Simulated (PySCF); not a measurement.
C4H7F3Si2

```xyz
16

C    -1.7222   -1.3681    0.5312
C    -0.8510   -0.1665    0.3928
C    -1.2576    1.0914    0.1511
F    -2.5555    1.4359   -0.0086
Si    0.2785    2.2230    0.0726
Si    1.0365    0.0507    0.5248
C     1.9241   -0.8564   -0.9511
F     1.5853   -0.2717   -2.1359
F     3.2761   -0.7137   -0.8354
H    -2.4604   -1.2113    1.3176
H    -1.1361   -2.2515    0.7704
H    -2.2669   -1.5473   -0.3962
H     0.3027    3.2292    1.1387
H     0.4599    2.8946   -1.2156
H     1.6499   -0.5973    1.6929
H     1.7292   -1.9321   -1.0607
```

Geometry: GFN2-xTB.

Theory: PySCF, PBE0/pcSseg-1, SCF density, gas phase, non-relativistic.

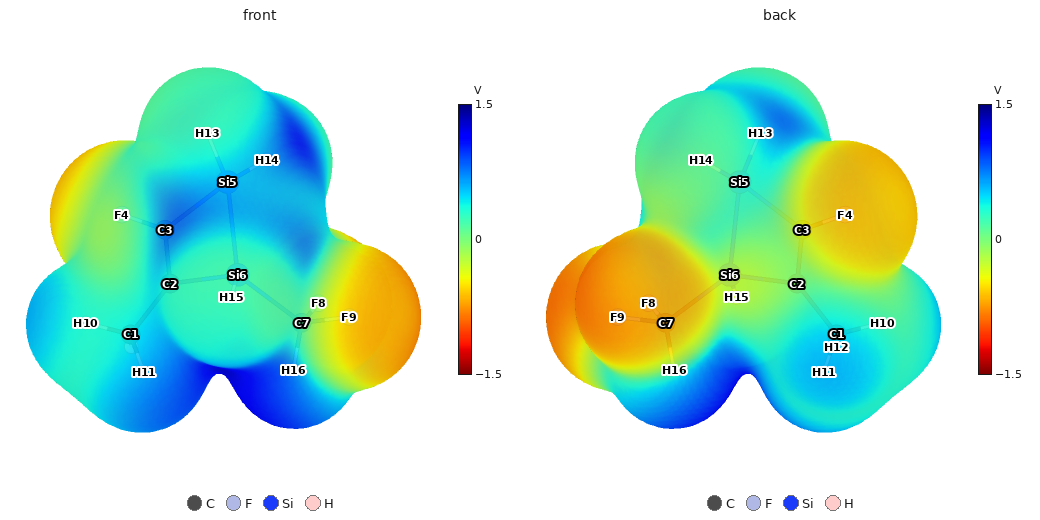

Figure 1. The electrostatic potential painted on the density surface at 0.001 e/bohr³, seen from the front and from behind; the colour scale runs from red (negative) to blue (positive).

Q: Which sites attract a positive test charge, and which a negative one?

A: A positive charge is drawn to the negative regions and a negative charge to the positive ones. The most negative region (about −0.9 V) lies over F8 and F9, the most positive (about +1.2 V) over Si6 and H16.

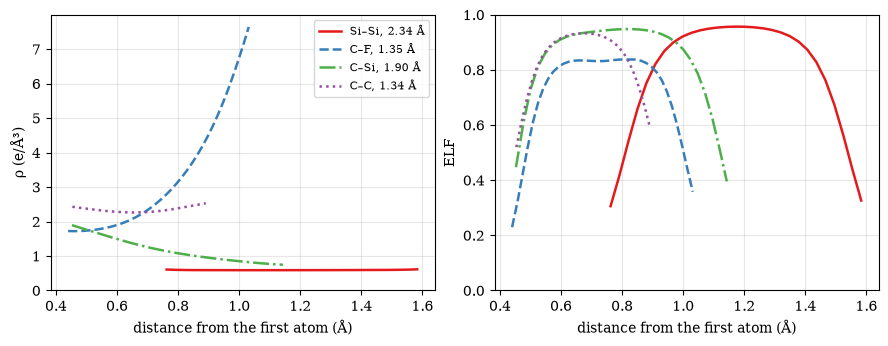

Figure 2. Total electron density and ELF along straight lines between neighbouring atoms. The curves leave out the atomic cores.

Q: What can be read from the curves?

A: Si–Si (2.34 Å): ρ is about 0.59 e/Å³ halfway; the ELF peaks at about 0.95 between the atoms: a covalent bond.
C–F (1.35 Å): ρ is about 2.2 e/Å³ halfway, with its minimum of 1.7 e/Å³ about 0.5 Å from C; the ELF peaks at about 0.85 between the atoms (a polar covalent bond).
C–Si (1.90 Å): ρ is about 0.89 e/Å³ halfway; the ELF peaks at about 0.95 between the atoms; a shared electron pair.
C–C (1.34 Å): ρ is about 2.3 e/Å³ halfway; the ELF peaks at about 0.95 between the atoms: a multiple bond.
